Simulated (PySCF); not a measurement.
# ZnSn (triplet): a session with PySCF

Aim: a converged result for ZnSn (triplet) from a short script.

Computed with PySCF 2.14.0. Level: method and basis as typed in the script.

5 further runs of the same task are left out: 5 that didn't finish.

### Step 1. Where the work starts

ZnSn (triplet): 2 atoms, charge 0, spin multiplicity 3.

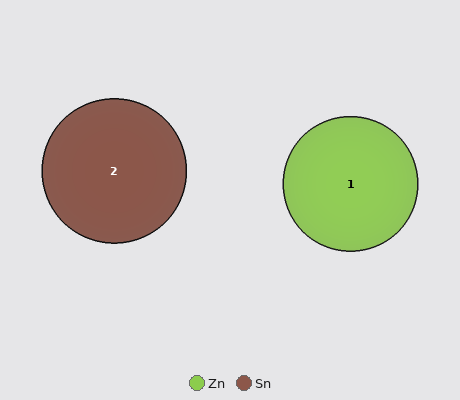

As it starts; zinc green, tin brown; atoms are numbered from 1 in the order of the file.

### Step 2. The run

input.py

```python
from pyscf import gto, dft
from pyscf.prop.polarizability import uhf as pol

mol = gto.M(
    atom='Zn 0 0 0; Sn 0 0 2.54',
    basis='lanl2dz',
    ecp={'Zn': 'lanl2dz', 'Sn': 'lanl2dz'},
    charge=0,
    spin=2,
    verbose=4,
)
mf = dft.UKS(mol, xc='wb97xd3x')
mf.kernel()
print('polarizability (a.u.)')
print(pol.Polarizability(mf).polarizability().round(4))
mf.dip_moment()
print('orbital energies (hartree):', [e[max(0, n-3):n+3].round(4) for e, n in zip(mf.mo_energy, mol.nelec)])
```

The run is started by

```console
> OMP_NUM_THREADS=1 python input.py
```

Standard output:

```text
PySCF version 2.14.0

[INPUT] verbose = 4
[INPUT] num. atoms = 2
[INPUT] num. electrons = 16
[INPUT] charge = 0
[INPUT] spin (= nelec alpha-beta = 2S) = 2
[INPUT] symmetry False subgroup None
[INPUT] Mole.unit = angstrom
[INPUT] Symbol           X                Y                Z      unit          X                Y                Z       unit  Magmom
[INPUT]  1 Zn     0.000000000000   0.000000000000   0.000000000000 AA    0.000000000000   0.000000000000   0.000000000000 Bohr   0.0
[INPUT]  2 Sn     0.000000000000   0.000000000000   2.540000000000 AA    0.000000000000   0.000000000000   4.799904356395 Bohr   0.0

nuclear repulsion = 10.0001992614803
number of shells = 10
number of NR pGTOs = 46
number of NR cGTOs = 26
basis = lanl2dz
ecp = {'Zn': 'lanl2dz', 'Sn': 'lanl2dz'}

******** <class 'pyscf.dft.uks.UKS'> ********
method = UKS
initial guess = minao
damping factor = 0
level_shift factor = 0
DIIS = <class 'pyscf.scf.diis.CDIIS'>
diis_start_cycle = 1
diis_space = 8
diis_damp = 0
SCF conv_tol = 1e-09
SCF conv_tol_grad = None
SCF max_cycles = 50
direct_scf = True
direct_scf_tol = 1e-13
number electrons alpha = 9  beta = 7
XC library pyscf.dft.libxc version 7.0.0
    S. Lehtola, C. Steigemann, M. J.T. Oliveira, and M. A.L. Marques.,  SoftwareX 7, 1–5 (2018)
XC functionals = wb97xd3x
KeyError: "LibXCFunctional: name 'WB97XD3X' not found."
```

It took 0.65 s on 1 thread of Arm Neoverse V1, shared host.

### Step 3. Diagnosis

The run stopped before any cycle. The functional string wb97xd3x can't be parsed.

### Step 4. Second try

Changes to input.py since step 2:

```diff
@@ -11,3 +11,3 @@
 )
-mf = dft.UKS(mol, xc='wb97xd3x')
+mf = dft.UKS(mol, xc='revpbe')
 mf.kernel()
```

The run is started by

```console
> OMP_NUM_THREADS=1 python input.py
```

Its last lines:

```text
[... earlier lines left out ...]
polarizability (a.u.)
Isotropic polarizability 88.7794184747
Polarizability anisotropy 83.4450266238
[[ 60.9644  -0.      -0.    ]
 [ -0.      60.9644   0.    ]
 [ -0.       0.     144.4094]]
Dipole moment(X, Y, Z, Debye):  0.00000, -0.00000, -2.20477
orbital energies (hartree): [array([-0.2384, -0.154 , -0.154 , -0.1201, -0.0397, -0.0397]), array([-0.5706, -0.361 , -0.2229, -0.1081, -0.1052, -0.1052])]
```

Wall time 6 s (1 thread of Arm Neoverse V1, shared host); peak memory 0.21 GiB.

### Step 5. Outcome

```
  quantity                                                                                      value
 first try                        stops with KeyError ("LibXCFunctional: name 'WB97XD3X' not found.")
      edit                                                              functional: wb97xd3x → revpbe
second try  E(SCF) = -69.293260 Eh, ⟨S²⟩ = 2.010, μ = 2.20 D, α(xx, yy, zz) = 61.0, 61.0, 144.4 bohr³
```

**Reading.** The second script converges. The bond length is a typed value, not an optimised one. The triplet is typed in the script; nothing here shows that it is the ground state.
